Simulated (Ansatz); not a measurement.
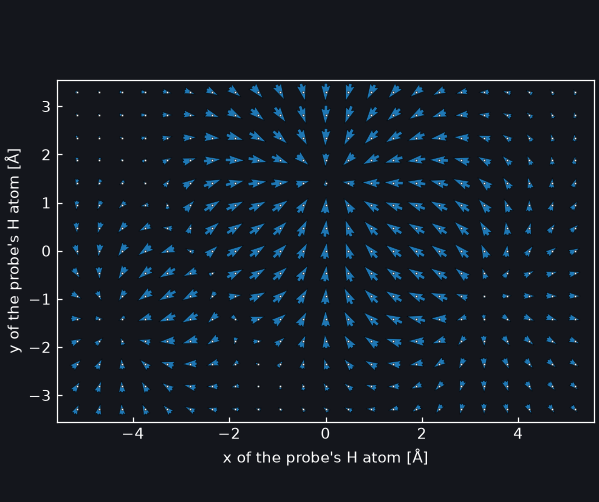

H₃LiMgSi (SMILES [Li][SiH2][MgH]) with the probe HF. 
- The probe is moved over a plane parallel to the molecule's main plane, 2.87 Å above it.
- Coordinates scanned: (1) x of the probe's H atom; (2) y of the probe's H atom.
- Nothing is relaxed (molecule and probe rigid, the probe upright with H nearest the plane).
- Grid: 23 × 15 points.
- The calculation used RKS PBE0-D4/def2-SVPD in Ansatz 0.2.0.

In the figure: dots at the grid points, arrows along the force (downhill), their lengths compressed.

The arrows alone are given. Where are the wells?

Answer. The arrows converge at about x of the probe's H atom = 0.01 Å, y of the probe's H atom = 1.50 Å; about x of the probe's H atom = −4.44 Å, y of the probe's H atom = −1.53 Å (17.1 kJ/mol up) (read from the interpolated surface).

The energy map of the same scan:

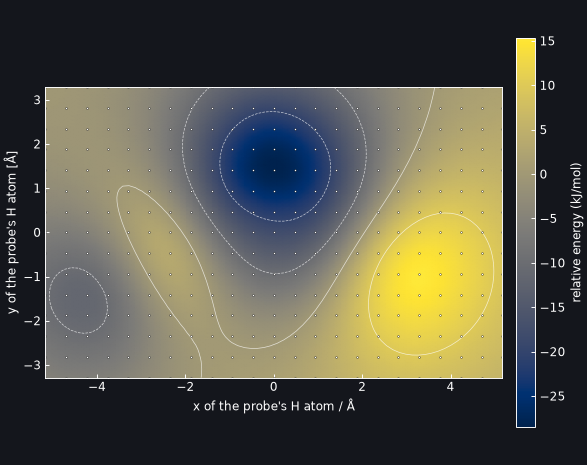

Energies are in kJ/mol, from molecule and probe far apart, each relaxed in its own basis (no counterpoise correction); between grid points the surface is interpolated.
